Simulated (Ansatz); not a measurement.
**C4H9NSi (SMILES C=C(C)/C=N/[SiH3]): density, localisation and related maps**

```xyz
15

C    -1.5443    1.3204   -0.5035
C    -1.1141    0.2098    0.1129
C    -1.9972   -0.7061    0.8961
C     0.3303   -0.1632    0.0312
N     1.2087    0.5320   -0.6094
Si    2.8364   -0.0737   -0.5826
H    -0.8635    1.9570   -1.0628
H    -2.5846    1.6242   -0.4672
H    -1.6567   -0.7695    1.9348
H    -1.9833   -1.7122    0.4643
H    -3.0365   -0.3612    0.9058
H     0.5812   -1.0969    0.5741
H     2.8325   -1.4364   -1.1663
H     3.7150    0.8321   -1.3583
H     3.2759   -0.1563    0.8308
```

Not at a stationary point (largest force 1.5 eV/Å).

All numbers below come from SCF B3LYP, Gaussian basis (Ansatz 0.2.0).

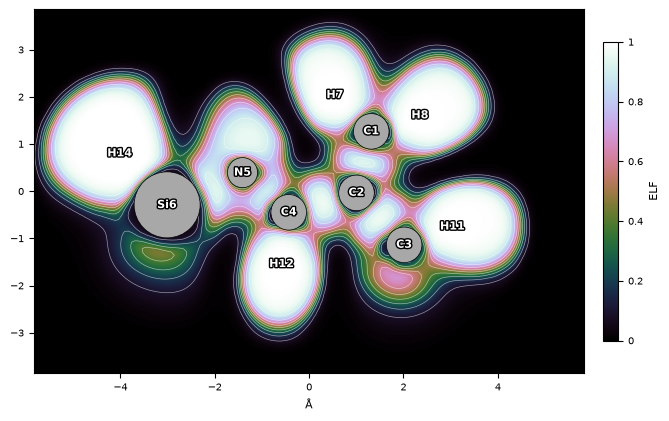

Figure 1. Electron localisation function on the plane of atoms C2, C1 and H8. Grey discs cover the atomic cores.

> Describe what can be read from this map.

The section cuts through C, N, Si and H sites. C–N (1.29 Å): the ELF peaks at about 0.90 between the atoms; localised, covalent bonding. C–C (1.34 Å): the ELF peaks at about 0.95 between the atoms; a multiple bond. Si–N (1.74 Å): the ELF peaks at about 0.95 between the atoms: a polar covalent bond. C–H (1.08 Å): the ELF climbs to about 1 towards the hydrogen, as it does in any bond to H; an ordinary covalent bond to hydrogen. C–C (1.49 Å): the ELF peaks at about 0.95 between the atoms; a covalent bond. The ELF also peaks beside N5, away from the bonds: lone-pair regions.

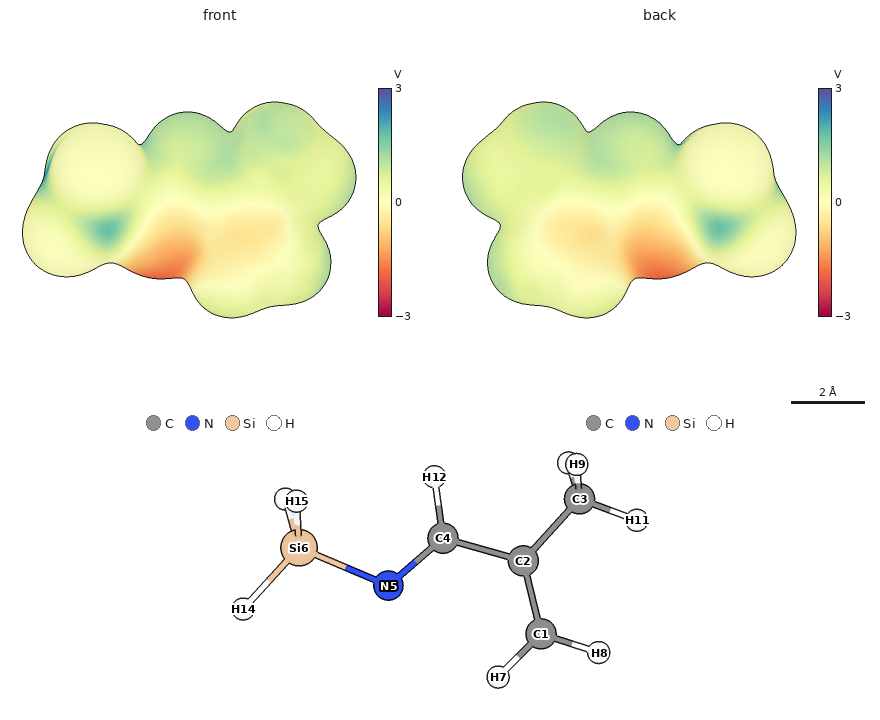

Figure 2. The molecular electrostatic potential painted on the density surface at 0.004 e/bohr³, seen from the front and from behind; red is negative and blue positive. The bare structure is drawn below in the same view.

> Which sites attract a positive test charge, and which a negative one?

A positive charge is drawn to the negative regions and a negative charge to the positive ones. The most negative region (about −1.8 V, or −42 kcal/mol for a unit charge) lies over N5, the most positive (about +1.9 V, or +44 kcal/mol for a unit charge) over Si6. N5 is the likeliest acceptor of a hydrogen bond.

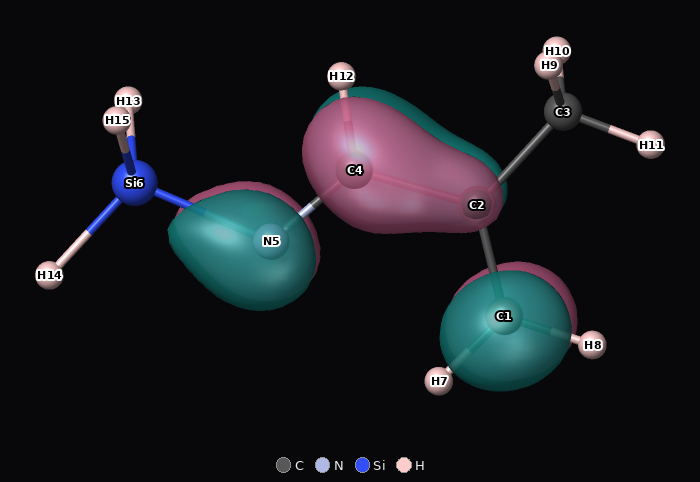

Figure 3. The LUMO at ±0.15 Å⁻³ᐟ² (teal and pink are the two phases), seen across its widest extent.

> What is the character of this orbital?

By Hirshfeld shares it lies mainly on C4 (about 25 %), N5 (about 25 %), C1 (about 20 %) and C2 (about 10 %). Its energy is −1.80 eV.
